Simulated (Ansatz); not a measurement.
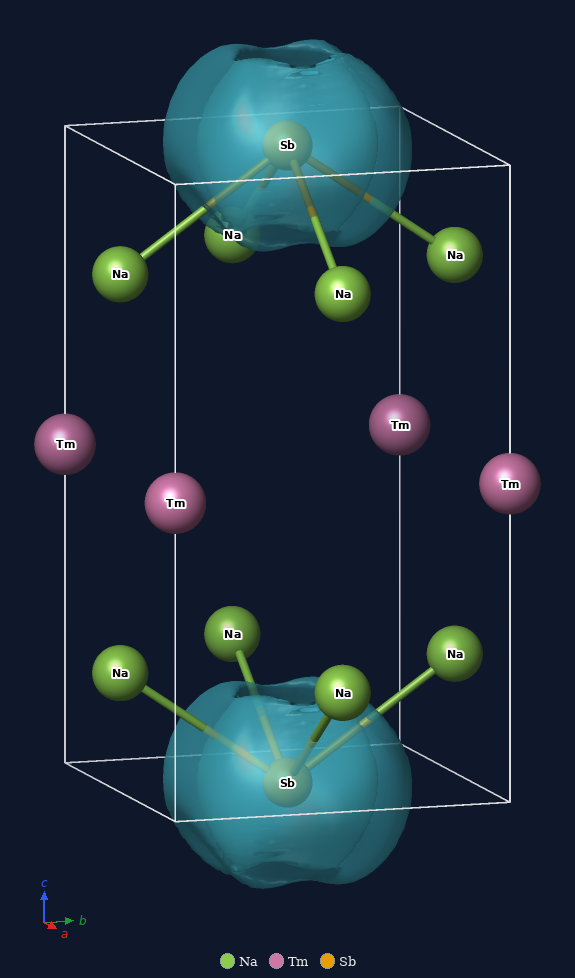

Na4TmSb. Isosurface of the ELF at 0.65 (cyan), seen slightly off an axis. Core shells and regions of very low density are left out. Sticks mark near contacts.

Space group P4/mmm; a structure generated by program, which may or may not match a known phase; computed without spin polarisation; no Hubbard U on the f states and no spin–orbit coupling.

Theory: DFT PBE, scalar-relativistic, plane waves, PAW; 4f electrons in the core of a trivalent norm-conserving potential in Ansatz.

Core electrons are replaced by pseudopotentials, and the valence fields are smoothed inside the atomic spheres.

**Identify the bonds, lone pairs and shells in this picture.**

The surface consists of one region wrapped around Sb (its valence shell), counted in one cell of 6 atoms. Regions shared between cells count once. Along the contacts the grid gives the following. Na–Sb (3.07 Å): the ELF peaks at about 0.70 in the valence shell of Sb, 1.4 Å from its nucleus, and is about 0.65 at the midpoint. Na–Tm (3.86 Å): the ELF reaches about 0.55 near the midpoint.
